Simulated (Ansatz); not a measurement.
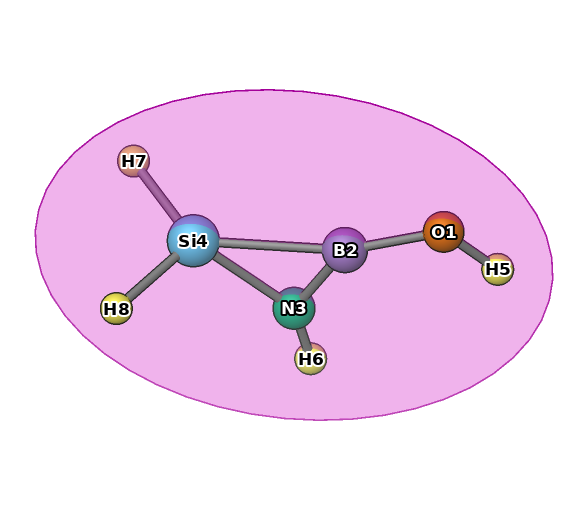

A disc through the centre of mass is drawn in. Atoms fade into the background with distance from the viewer. Computed geometry: PBE0-D4/def2-TZVP optimisation.

> Is the plane of the disc a mirror plane of the structure?

Yes. The reflection leaves O1, B2, N3, Si4, H5, H6 in place and moves H7 ↔ H8. The point group is Cs.
